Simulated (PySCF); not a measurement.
# C6H7B, SMILES `Bc1ccccc1`: electronic structure

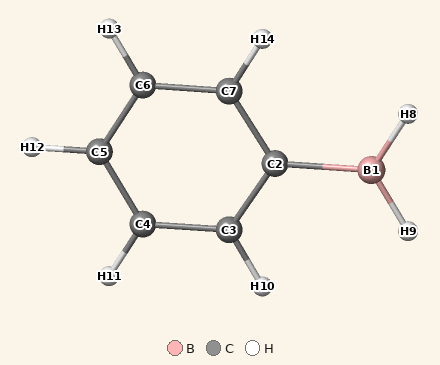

The molecule, with its atoms numbered as below. No frequency check shows the geometry to be a minimum.

Cartesian coordinates (Å):

```
B1      -2.5586    0.0001    0.0000
C2      -1.0144   -0.0000    0.0000
C3      -0.2802    1.1951    0.0000
C4       1.1014    1.1987    0.0000
C5       1.7971    0.0000    0.0000
C6       1.1013   -1.1988    0.0000
C7      -0.2802   -1.1951    0.0000
H8      -3.1455   -1.0116    0.0000
H9      -3.1454    1.0117    0.0000
H10     -0.8135    2.1351    0.0000
H11      1.6420    2.1347    0.0000
H12      2.8778   -0.0000    0.0000
H13      1.6419   -2.1347    0.0000
H14     -0.8136   -2.1351    0.0000
```

Part 1: Excited states

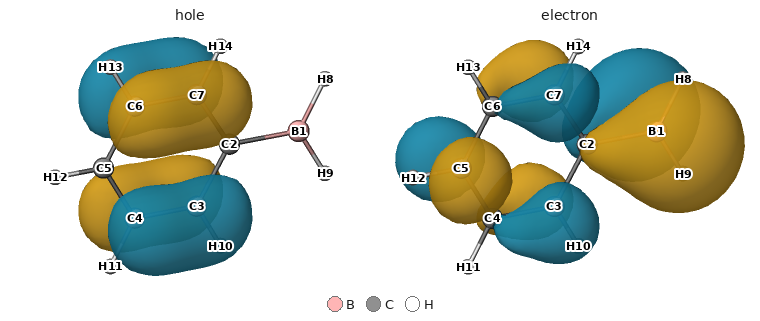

Leading natural transition orbital pair of S₁ (TDA singlet states); the surfaces enclose about 78 % of each orbital's density.

Method: PBE0/6-31+G*; geometry: GFN2-xTB; program: PySCF.

> Where does the state lie, and where do hole and electron sit?

4.68 eV (265 nm), f = 0.028; the leading pair carries 88 %; hole on C3, C4, C6 and C7 (20 % each), C2 (7 %) and C5 (6 %), electron on B1 (37 %), C5 (11 %) and C2, C3 and C7 (10 % each); their centroids lie 1.4 Å apart. In canonical orbitals it is mainly HOMO → LUMO (88 %). The HOMO–LUMO gap is 5.55 eV.

Part 2: Removing or adding an electron

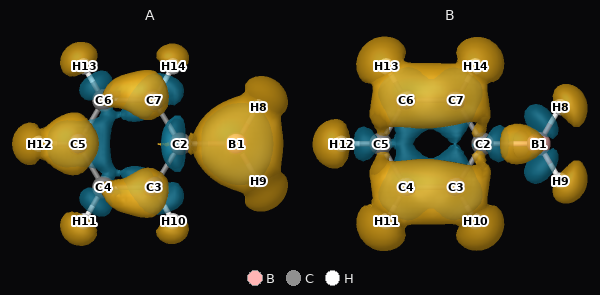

The two Fukui functions at ±0.01 e/Å³ (yellow positive, teal negative).

Computed with PySCF, PBE0/6-31+G*, geometry: GFN2-xTB.

> Which panel is f⁻ (electron removed) and which f⁺ (electron added)?

A is f⁺, B is f⁻. f⁻ (Hirshfeld-condensed) is largest on C4 and C6 (0.14 each) and C3 and C7 (0.13 each); the vertical ionisation energy is 9.40 eV (the stability of the cation's solution wasn't checked). f⁺ (Hirshfeld-condensed) is largest on B1 (0.33); the vertical electron affinity is 0.35 eV (the stability of the anion's solution wasn't checked; the anion's highest orbital has positive energy, so this value and f⁺ depend on the basis).

> What chemical potential and hardness follow from the two energies?

μ = −(I + A)/2 = −4.88 eV and η = I − A = 9.04 eV.

Part 3: The π system

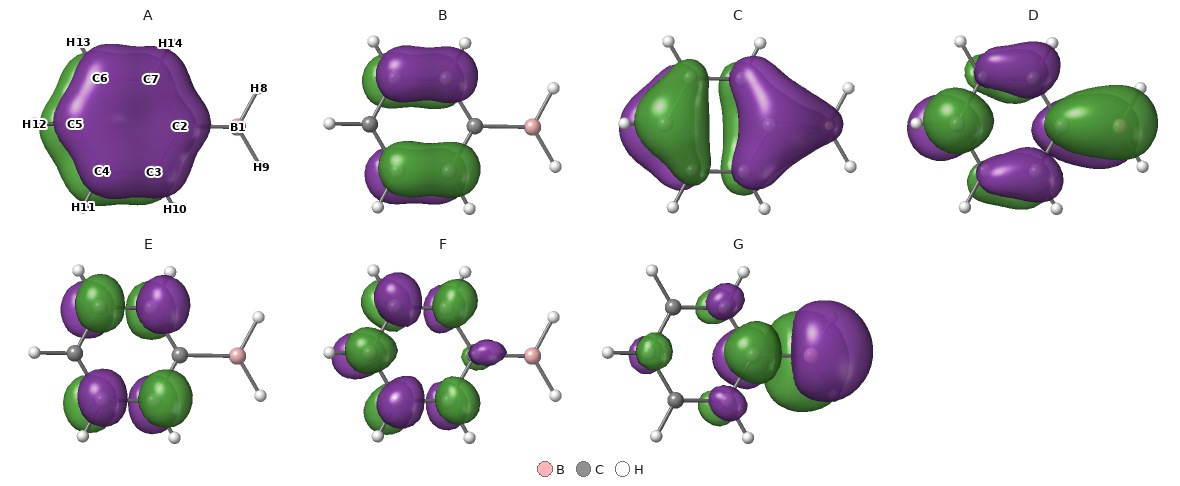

Natural orbitals of the π active space, CASSCF(6,7), triplet state at the geometry of the singlet, in order of falling occupation.

Method: def2-SVP basis; geometry: GFN2-xTB; program: PySCF.

> What are the natural occupation numbers?

A 1.92, B 1.77, C 1.16, D 0.84, E 0.23, F 0.08, G 0.01.

> Where does the lowest triplet lie relative to the singlet, at this geometry and within this active space?

3.94 eV above it by strongly contracted NEVPT2 (+3.63 eV by CASSCF); a small basis tends to put such gaps a few tenths of an eV too high. This is a vertical energy for π states alone; a state that uses lone pairs or σ orbitals may lie lower.
